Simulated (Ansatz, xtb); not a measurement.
## Redistribution: C2H5ClSi + SiH2(OH)(SiH3) → C2H6OSi + SiH2(SiH3)Cl

Species: C2H5ClSi `C=C[SiH2]Cl`, singlet; SiH2(OH)(SiH3) (disilanol), singlet; C2H6OSi `C=C[SiH2]O`, singlet; SiH2(SiH3)Cl, singlet. The partners trade Cl for OH; both sit on Si, so the bond types are kept.

Shapes, held fixed at every level: PBE0-D4/def2-TZVP. Flexible molecules stand in one conformer, not always the lowest. Programs: Ansatz 0.2.0, xtb 6.7.1. The zero-point and thermal change to 298 K, harmonic and unscaled (PBE0-D4/def2-TZVP), is -0.1 kJ/mol.

```
                level                   kind  ΔH(298 K) (kJ/mol)  less CCSD(T)/CBS estimate  CPU time (sum over the molecules)
             GFN0-xTB         semi-empirical                +6.9                      +12.2                             0.15 s
          HF/def2-SVP           Hartree–Fock                -7.0                       -1.7                                  –
    PBE-D4/def2-TZVPP                    GGA                -4.2                       +1.1                               26 s
  BHLYP-D4/def2-TZVPP          global hybrid                -6.1                       -0.8                               29 s
r2SCAN0-D4/def2-TZVPP          global hybrid                -5.8                       -0.5                               47 s
    B2PLYP/def2-TZVPP          double hybrid                -4.6                       +0.7                               49 s
     CCSD(T)/def2-SVP  coupled cluster or CI                -7.1                       -1.8                               25 s
 CCSD(T)/CBS estimate  coupled cluster or CI                -5.3                        0.0                             14 min
```

The highest level, CCSD(T)/CBS estimate, gives ΔH(298 K) = -5.3 kJ/mol; the levels span -7.1 to +6.9. They disagree on the sign: 1 of 8 are positive. The column of differences is taken from that level and isn't an error. No measured value is set beside it here. The CBS estimate extrapolates MP2 from def2-TZVPP and def2-QZVPP and adds CCSD(T) − MP2 in the triple-zeta set, cores frozen. Times are processor times on shared x86 and Arm servers, and rough.

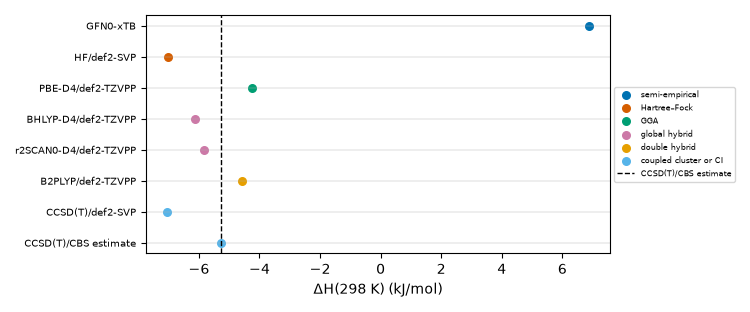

The values of the table, level by level.
